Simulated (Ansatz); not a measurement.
Ge₂Sb₂Te₅ (Ge2Sb2Te5-Kooi type, space group P-3m1)

```yaml
crystal:
  lattice:
    - [4.29328, 0.00000, 0.00000]
    - [-2.14664, 3.71809, 0.00000]
    - [0.00000, 0.00000, 17.63419]
  atoms:
    - { symbol: Te, position: [0.00000, 0.00000, 0.00000] }
    - { symbol: Ge, position: [0.66667, 0.33333, 0.09824] }
    - { symbol: Ge, position: [0.33333, 0.66667, 0.90176] }
    - { symbol: Te, position: [0.33333, 0.66667, 0.19409] }
    - { symbol: Te, position: [0.66667, 0.33333, 0.80591] }
    - { symbol: Sb, position: [0.00000, 0.00000, 0.30944] }
    - { symbol: Sb, position: [0.00000, 0.00000, 0.69056] }
    - { symbol: Te, position: [0.66667, 0.33333, 0.40641] }
    - { symbol: Te, position: [0.33333, 0.66667, 0.59359] }
```

E(V) scan at fixed shape, V₀ the volume above. The atoms relax within the cell's symmetry.

These are PBE (plane waves to 420 eV, PAW, scalar-relativistic; Ansatz, a quantum-chemistry and plane-wave program) values and carry that method's errors. k mesh 9×9×2 (Γ-centred), Fermi-Dirac smearing 0.05 eV. E stands for the smeared free energy. With the shape held, the modulus is that of even scaling; a crystal free to change shape is softer. Ge2Sb2Te5 was relaxed with its symmetry unable to fall. Spin-orbit coupling is left out, though Sb and Te are heavy. The zero of ΔE is the relaxed starting cell.

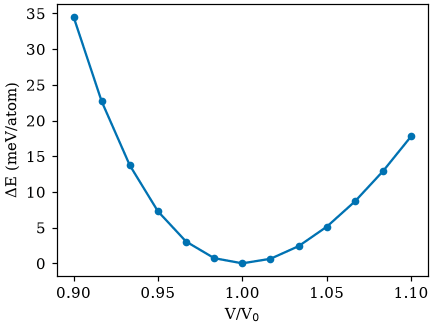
*ΔE (meV/atom) against V/V₀; one marker a computed point.*

Problem. What is ΔE at V/V₀ = 0.900?

Solution. About 35 meV/atom.

Problem. What bulk modulus at fixed cell shape B₀ follows from a third-order Birch-Murnaghan fit?

Solution. About 25 GPa.

Problem. What is ΔE at V/V₀ = 1.100?

Solution. About 18 meV/atom.

(A scan under strain: stresses follow from slopes of the energy per volume, elastic moduli from its curvatures.)
